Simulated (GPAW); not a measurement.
# InH2ClO (SMILES [OH][InH][Cl]): a chain of runs

Wanted: a structure relaxation (BLYP-D3(BJ)/dzp), then vibrational wavenumbers (BLYP-D3(BJ)/dzp) of InH2ClO. The job is set up through an ASE script.

The results are computed with GPAW 26.7.0.

2 further runs of the same task are left out: 2 that didn't finish.

## 1. Starting point

InH2ClO has 5 atoms, charge 0, and is taken as a singlet. As SMILES, `[OH][InH][Cl]`. All atoms were displaced at random from a relaxed shape. The run starts from this shape.

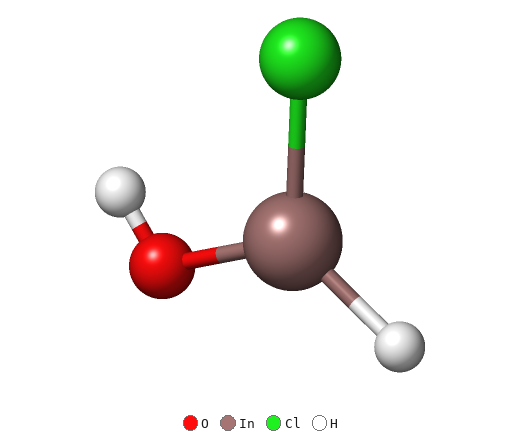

The structure, seen from a chosen angle (oxygen red, indium brown, chlorine green, hydrogen white).

## 2. A geometry optimisation at BLYP-D3(BJ)/dzp (scalar-relativistic datasets) (run 1)

gs.xyz reads:

```xyz
5

O     -1.390090     0.168330    -0.612726
In     0.439161     0.368034     0.060176
Cl     1.278910    -1.593355     0.935763
H     -1.665219    -0.781784    -0.438832
H      1.375043     1.921900     0.055634
```

calc.py reads:

```python
from ase.calculators.mixing import SumCalculator
from ase.io import read, write
from ase.optimize import GPMin
from dftd3.ase import DFTD3
from gpaw import GPAW, setup_paths
from gpaw.atom.configurations import parameters
from gpaw.atom.generator import Generator

atoms = read("gs.xyz")
atoms.center(vacuum=5.0)

for symbol in ["Cl", "H", "In", "O"]:
    Generator(symbol, xcname="BLYP", scalarrel=True, nofiles=True, txt=None).run(**parameters[symbol])
setup_paths.insert(0, ".")

gpaw_calc = GPAW(mode="lcao",
                 basis="dzp",
                 h=0.16,
                 xc="BLYP",
                 maxiter=100,
                 symmetry="off",
                 txt="-")
atoms.calc = SumCalculator([DFTD3(method="BLYP", damping="d3bj"), gpaw_calc])

opt = GPMin(atoms, trajectory="gs.traj")
converged = opt.run(fmax=0.02, steps=60)
print("Converged:", converged)
print(f"Final energy            {atoms.get_potential_energy():.5f} eV")
print(f"r(H4-In1) = {atoms.get_distance(4, 1):.4f} Ang")
print(f"r(In1-O0)               {atoms.get_distance(1, 0):.4f} Ang")
write("relaxed.xyz", atoms)
```

The run is started by

```console
OMP_NUM_THREADS=1 python calc.py
```

Standard output:

```text
__  _  _
 | _ |_)|_||  |
 |__||  | ||/\| - 26.7.0

units:  Angstrom and eV
cores:  1
OpenMP: False

Versions:
  Python: 3.12.14
  ASE:    3.29.0
  Numpy:  2.5.5
  Scipy:  1.18.1
  Libxc:  7.0.0

        _gpaw.cpython-312-aarch64-linux-gnu.so

Input parameters:
  mode=LCAO(),
  basis={'default': 'dzp'},
  h=0.16,
  maxiter=100,
  symmetry=Symmetry(point_group=False, time_reversal=False),
  xc=XC(name='BLYP')
         .-------------------------------.
        /|                               |
       / |                               |
      /  |                               |
     /   |                               |
    /    |                               |
   /     |                               |
  /      |                               |
 *       |                               |
 |       |                               |
 |       |                H              |
 |       |             Cl                |
 |       |       HO                      |
 |       |                               |
 |       .-------------------------------.
 |      /                               /
 |     /                               /
 |    /                               /
 |   /                               /
 |  /                               /
 | /                               /
 |/                               /
 *-------------------------------*

Atoms  # Å, Bohr magnetons
|   | symbol |        x |        y |        z |    initial magnetic moments |
|---|--------|----------|----------|----------|-----------------------------|
| 0 |      O | 5.275129 | 6.761685 | 5.000000 | ( 0.0000,  0.0000,  0.0000) |
| 1 |     In | 7.104380 | 6.961389 | 5.672902 | ( 0.0000,  0.0000,  0.0000) |
| 2 |     Cl | 7.944129 | 5.000000 | 6.548489 | ( 0.0000,  0.0000,  0.0000) |
| 3 |      H | 5.000000 | 5.811571 | 5.173894 | ( 0.0000,  0.0000,  0.0000) |
| 4 |      H | 8.040262 | 8.515255 | 5.668360 | ( 0.0000,  0.0000,  0.0000) |

Unit cell  # Å
| periodic |         x |         y |         z |   lengths |    angles |
|----------|-----------|-----------|-----------|-----------|-----------|
|       no | 13.040262 |  0.000000 |  0.000000 | 13.040262 | 90.000000 |
|       no |  0.000000 | 13.515255 |  0.000000 | 13.515255 | 90.000000 |
|       no |  0.000000 |  0.000000 | 11.548489 | 11.548489 | 90.000000 |

Number of symmetries: 1
Symmetry operations  # r_c * U_cc + t_c -> r_c
|   | kind |            matrix            |
|---|------|------------------------------|
| 0 |  E   |  1, 0, 0,  0, 1, 0,  0, 0, 1 |

BZ-sampling:
  Number of BZ points: 1
  Number of IBZ points: 1

  Monkhorst-Pack size: [1, 1, 1]
  Monkhorst-Pack shift: [0, 0, 0]

K-points  # in reciprocal-cell coordinates
|   |                                coordinates |     weight |
|---|--------------------------------------------|------------|
| 0 | (  0.00000000,   0.00000000,   0.00000000) | 1.00000000 |

basis functions: 59
Spin-components: 1 (collinear spins)
Bands:           19
Projectors:      22
Spin-degeneracy: 2
Datatype:        <class 'float'>

  Storage: CPU
  Wave functions: 8_968 bytes (8_968 per core)

Parallelization:
  kpt:    1
  domain: 1
  band:   1

Density:
  Valence electrons: 28.0
  Components: 1
  Grid points: [80 84 72]
  Charge: 0.0  # |e|

Potential:
  Grid points: [80 84 72]

species:
  O:
    name:    Oxygen
    Z:       8.0
    valence: 6
    core:    2
    charge:  0.0  # [|e|]
    file:    O.BLYP
    compensation charges:
      type: gauss
      rc: 0.21  # [Å]
      lmax: 2
    cutoffs:
      filter: 1.17  # [Å]
      core: 0.83  # [Å]
    projectors
    | kind |    occ | energy [eV] | rcut [Å] |
    |------|--------|-------------|----------|
    |   2s |  2.000 |     -23.831 |    0.688 |
    |   2p |  4.000 |      -9.023 |    0.598 |
    |    s |        |       3.380 |    0.688 |
    |    p |        |      18.189 |    0.598 |
    |    d |        |       0.000 |    0.619 |

    LCAO basis set for O:
      Name: dzp
      File: O.dzp.basis.gz
      Number of radial functions: 5
      Number of spherical harmonics: 13
        l=0, rc=4.3438 Bohr: 2s-sz confined orbital
        l=1, rc=5.3906 Bohr: 2p-sz confined orbital
        l=0, rc=2.2969 Bohr: 2s-dz split-valence wave
        l=1, rc=2.8906 Bohr: 2p-dz split-valence wave
        l=2, rc=5.3906 Bohr: d-type Gaussian polarization
      Number of RI-basis functions 0

  In:
    name:    Indium
    Z:       49.0
    valence: 13
    core:    36
    charge:  0.0  # [|e|]
    file:    In.BLYP
    compensation charges:
      type: gauss
      rc: 0.36  # [Å]
      lmax: 2
    cutoffs:
      filter: 2.09  # [Å]
      core: 2.48  # [Å]
    projectors
    | kind |    occ | energy [eV] | rcut [Å] |
    |------|--------|-------------|----------|
    |   5s |  2.000 |      -8.153 |    1.185 |
    |   5p |  1.000 |      -2.464 |    1.244 |
    |   4d | 10.000 |     -18.419 |    1.148 |
    |    s |        |      19.059 |    1.185 |
    |    p |        |      24.748 |    1.244 |
    |    d |        |       8.793 |    1.148 |

    LCAO basis set for In:
      Name: dzp
      File: In.dzp.basis.gz
      Number of radial functions: 7
      Number of spherical harmonics: 23
        l=0, rc=7.7188 Bohr: 5s-sz confined orbital
        l=1, rc=10.7500 Bohr: 5p-sz confined orbital
        l=2, rc=4.4219 Bohr: 4d-sz confined orbital
        l=0, rc=4.5312 Bohr: 5s-dz split-valence wave
        l=1, rc=6.4688 Bohr: 5p-dz split-valence wave
        l=2, rc=2.7344 Bohr: 4d-dz split-valence wave
        l=2, rc=10.7500 Bohr: d-type Gaussian polarization
      Number of RI-basis functions 0

[... 66 lines left out ...]
Reference energy: -174620.581316  # eV
[... 13 lines left out ...]
  Fourier metric: weight=20.0, sigma=0.015
[... 67 lines left out ...]
|   |                                coordinates |     weight |
[... 167 lines left out ...]
Reference energy: -174620.581316  # eV
[... 13 lines left out ...]
  Fourier metric: weight=20.0, sigma=0.015
[... 15 lines left out ...]
convergence criteria:
- Maximum [total energy] change in last 3 cyles: 0.0005 eV / valence electron
[... 14 lines left out ...]
Converged in 9 steps
[... 12 lines left out ...]
  Free energy:     -16.290654
[... 2 lines left out ...]
dipole moment: (0.011013, 0.108887, -0.028979)  # |e|*Ang
[... 73 lines left out ...]
convergence criteria:
- Maximum [total energy] change in last 3 cyles: 0.0005 eV / valence electron
[... 14 lines left out ...]
Converged in 9 steps
[... 12 lines left out ...]
  Free energy:     -13.530615
[... 2 lines left out ...]
dipole moment: (0.316894, 0.597905, -0.036102)  # |e|*Ang
[... 71 lines left out ...]
convergence criteria:
- Maximum [total energy] change in last 3 cyles: 0.0005 eV / valence electron
[... 14 lines left out ...]
Converged in 10 steps
[... 12 lines left out ...]
  Free energy:     -13.862521
[... 2 lines left out ...]
dipole moment: (0.243731, 0.503912, -0.037407)  # |e|*Ang
[... 71 lines left out ...]
Converged in 7 steps
[... 12 lines left out ...]
  Free energy:     -16.390384
[... 2 lines left out ...]
dipole moment: (0.077214, 0.143196, -0.072038)  # |e|*Ang
[... 71 lines left out ...]
convergence criteria:
- Maximum [total energy] change in last 3 cyles: 0.0005 eV / valence electron
[... 15 lines left out ...]
Converged in 7 steps
[... 12 lines left out ...]
  Free energy:     -16.429194
[... 2 lines left out ...]
dipole moment: (0.035837, 0.197753, -0.039241)  # |e|*Ang
[... 72 lines left out ...]
convergence criteria:
- Maximum [total energy] change in last 3 cyles: 0.0005 eV / valence electron
[... 13 lines left out ...]
Converged in 5 steps
[... 12 lines left out ...]
  Free energy:     -16.429286
[... 2 lines left out ...]
dipole moment: (0.038506, 0.200385, -0.041712)  # |e|*Ang
[... 72 lines left out ...]
convergence criteria:
- Maximum [total energy] change in last 3 cyles: 0.0005 eV / valence electron
[... 14 lines left out ...]
Converged in 9 steps
[... 12 lines left out ...]
  Free energy:     -16.313373
[... 2 lines left out ...]
dipole moment: (0.116435, 0.065586, -0.121761)  # |e|*Ang
[... 71 lines left out ...]
convergence criteria:
- Maximum [total energy] change in last 3 cyles: 0.0005 eV / valence electron
[... 16 lines left out ...]
Converged in 8 steps
[... 12 lines left out ...]
  Free energy:     -16.352582
[... 2 lines left out ...]
dipole moment: (0.077365, 0.294607, -0.098763)  # |e|*Ang
[... 62 lines left out ...]
Unit cell  # Å
| periodic |         x |         y |         z |   lengths |    angles |
|----------|-----------|-----------|-----------|-----------|-----------|
|       no | 13.040262 |  0.000000 |  0.000000 | 13.040262 | 90.000000 |
|       no |  0.000000 | 13.515255 |  0.000000 | 13.515255 | 90.000000 |
|       no |  0.000000 |  0.000000 | 11.548489 | 11.548489 | 90.000000 |

Initialization done in: 1.553 s

convergence criteria:
- Maximum [total energy] change in last 3 cyles: 0.0005 eV / valence electron
- Maximum integral of absolute [dens]ity change: 0.0001 electrons / valence electron
- Maximum integral of absolute [eigenst]ate change: 4e-08 eV^2 / valence electron
maximum number of iterations: 100

SCF iterations
|iter     |     time |      energy | eigst |  dens |
|---------|----------|-------------|-------|-------|
|iter:   1| 00:05:02 |  -16.457592 |      c|       |
|iter:   2| 00:05:03 |  -16.452212 |      c| -1.93 |
|iter:   3| 00:05:04 |  -16.435460 |      c| -1.97 |
|iter:   4| 00:05:06 |  -16.430765 |      c| -2.22 |
|iter:   5| 00:05:07 |  -16.429370c|      c| -2.61 |
|iter:   6| 00:05:08 |  -16.429333c|      c| -3.21 |
|iter:   7| 00:05:09 |  -16.429332c|      c| -3.85 |
|iter:   8| 00:05:10 |  -16.429332c|      c| -4.44c|

Converged in 8 steps
SCF loop duration: 8.374 s (1.047 s/step)
Energy contributions relative to reference atoms: (reference = -174620.581316)

Energy contributions:
  Kinetic:          26.918189
  Coulomb:         -25.764557
  Zero:              0.121740
  External:          0.000000
  Xc:              -17.704704
  Entropy:           0.000000
  Spinorbit:         0.000000
  ----------------------------
  Free energy:     -16.429332
  Extrapolated:    -16.429332

dipole moment: (0.040302, 0.203195, -0.045424)  # |e|*Ang

Fermi level: -4.401
Eigenvalues  # (at kpt = [0.000, 0.000, 0.000])
| band index |      eig [eV] | occ [0-2] |
|------------|---------------|-----------|
|          0 |       -23.658 |     2.000 |
|        ... |               |           |
|          6 |       -18.473 |     2.000 |
|          7 |       -11.356 |     2.000 |
|          8 |        -9.796 |     2.000 |
[... 9 lines of this table left out ...]
|         18 |         3.464 |     0.000 |

Gap: 4.504 eV
Transition (v -> c):
  (s=0, k=0, n=13, [0.00, 0.00, 0.00]) -> (s=0, k=0, n=14, [0.00, 0.00, 0.00])
No difference between direct/indirect transitions
vacuum-level: 0.000  # V

Forces  # eV/Ang
|        x |        y |        z |
|----------|----------|----------|
| -0.00950 | -0.00124 | -0.00667 |  # O    0
|  0.00344 | -0.00483 |  0.00758 |  # In   1
|  0.00113 | -0.02036 |  0.00360 |  # Cl   2
| -0.01728 |  0.01107 | -0.00899 |  # H    3
|  0.00316 |  0.00740 | -0.00572 |  # H    4

Force computation time: 0.253  # s
GPMin:   17 hh:mm:ss      -16.612729        0.020693
         .-------------------------------.
        /|                               |
       / |                               |
      /  |                               |
     /   |                               |
    /    |                               |
   /     |                               |
  /      |                               |
 *       |                               |
 |       |                               |
 |       |                H              |
 |       |             ICl               |
 |       |       HO                      |
 |       |                               |
 |       .-------------------------------.
 |      /                               /
 |     /                               /
 |    /                               /
 |   /                               /
 |  /                               /
 | /                               /
 |/                               /
 *-------------------------------*

Atoms  # Å, Bohr magnetons
|   | symbol |        x |        y |        z |    initial magnetic moments |
|---|--------|----------|----------|----------|-----------------------------|
| 0 |      O | 5.285207 | 6.819141 | 5.036069 | ( 0.0000,  0.0000,  0.0000) |
| 1 |     In | 7.173575 | 7.003359 | 5.709551 | ( 0.0000,  0.0000,  0.0000) |
| 2 |     Cl | 8.008099 | 4.950265 | 6.583463 | ( 0.0000,  0.0000,  0.0000) |
| 3 |      H | 4.985412 | 5.883398 | 5.161146 | ( 0.0000,  0.0000,  0.0000) |
| 4 |      H | 8.066884 | 8.458843 | 5.670919 | ( 0.0000,  0.0000,  0.0000) |

Unit cell  # Å
| periodic |         x |         y |         z |   lengths |    angles |
|----------|-----------|-----------|-----------|-----------|-----------|
|       no | 13.040262 |  0.000000 |  0.000000 | 13.040262 | 90.000000 |
|       no |  0.000000 | 13.515255 |  0.000000 | 13.515255 | 90.000000 |
|       no |  0.000000 |  0.000000 | 11.548489 | 11.548489 | 90.000000 |

Initialization done in: 1.541 s

convergence criteria:
- Maximum [total energy] change in last 3 cyles: 0.0005 eV / valence electron
- Maximum integral of absolute [dens]ity change: 0.0001 electrons / valence electron
- Maximum integral of absolute [eigenst]ate change: 4e-08 eV^2 / valence electron
maximum number of iterations: 100

SCF iterations
|iter     |     time |      energy | eigst |  dens |
|---------|----------|-------------|-------|-------|
|iter:   1| 00:05:12 |  -16.429356c|      c|       |
|iter:   2| 00:05:13 |  -16.429355c|      c| -3.63 |
|iter:   3| 00:05:15 |  -16.429348c|      c| -3.67 |
|iter:   4| 00:05:16 |  -16.429347c|      c| -4.16c|

Converged in 4 steps
SCF loop duration: 3.497 s (0.874 s/step)
Energy contributions relative to reference atoms: (reference = -174620.581316)

Energy contributions:
  Kinetic:          26.955365
  Coulomb:         -25.793998
  Zero:              0.122166
  External:          0.000000
  Xc:              -17.712880
  Entropy:           0.000000
  Spinorbit:         0.000000
  ----------------------------
  Free energy:     -16.429347
  Extrapolated:    -16.429347

dipole moment: (0.041236, 0.203338, -0.044416)  # |e|*Ang

Fermi level: -4.397
Eigenvalues  # (at kpt = [0.000, 0.000, 0.000])
| band index |      eig [eV] | occ [0-2] |
|------------|---------------|-----------|
|          0 |       -23.656 |     2.000 |
|        ... |               |           |
|          6 |       -18.473 |     2.000 |
|          7 |       -11.357 |     2.000 |
|          8 |        -9.793 |     2.000 |
[... 9 lines of this table left out ...]
|         18 |         3.464 |     0.000 |

Gap: 4.507 eV
Transition (v -> c):
  (s=0, k=0, n=13, [0.00, 0.00, 0.00]) -> (s=0, k=0, n=14, [0.00, 0.00, 0.00])
No difference between direct/indirect transitions
vacuum-level: 0.000  # V

Forces  # eV/Ang
|        x |        y |        z |
|----------|----------|----------|
| -0.01403 |  0.01433 | -0.00878 |  # O    0
|  0.00288 | -0.00283 |  0.00179 |  # In   1
|  0.00965 | -0.02497 |  0.00838 |  # Cl   2
| -0.01577 |  0.00387 | -0.00521 |  # H    3
|  0.00270 |  0.00504 | -0.00257 |  # H    4

Force computation time: 0.253  # s
GPMin:   18 hh:mm:ss      -16.612779        0.011898
Converged: True
Final energy            -16.61278 eV
r(H4-In1) = 1.7082 Ang
r(In1-O0)               2.0133 Ang
```

Run time: 5.3 min. Hardware: 1 thread of Arm Neoverse V2, shared host; peak memory 1.1 GiB.

Steps, from the record of the run:

```csv
step,energy from the first frame kept (eV),largest force (eV/Å)
0,0.0000,2.3033
1,-0.0046,1.5502
2,-0.1162,0.4987
3,-0.1278,0.3110
4,-0.1305,0.0874
5,-0.1314,0.0371
6,-0.1322,0.0533
7,-0.1329,0.0332
8,-0.1331,0.0454
9,-0.1336,0.0429
10,-0.1340,0.0320
11,-0.1341,0.0431
12,-0.1345,0.0574
13,-0.1353,0.0239
14,-0.1354,0.0214
15,-0.1355,0.0204
16,-0.1358,0.0227
17,-0.1359,0.0207
18,-0.1359,0.0119
```

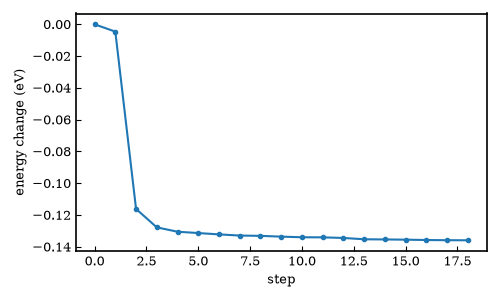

Energy along the run.

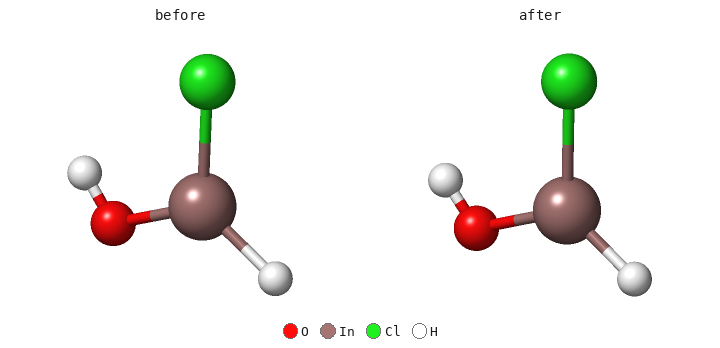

Before and after, at one scale.

After the run. Bond lengths: O1–In2 2.013 Å, In2–Cl3 2.382 Å, O1–H4 0.991 Å, In2–H5 1.708 Å. Angles: O1–In2–Cl3 111.9°, O1–In2–H5 124.1°, Cl3–In2–H5 124.0°, In2–O1–H4 109.2°.

[end of part 1 of 2]
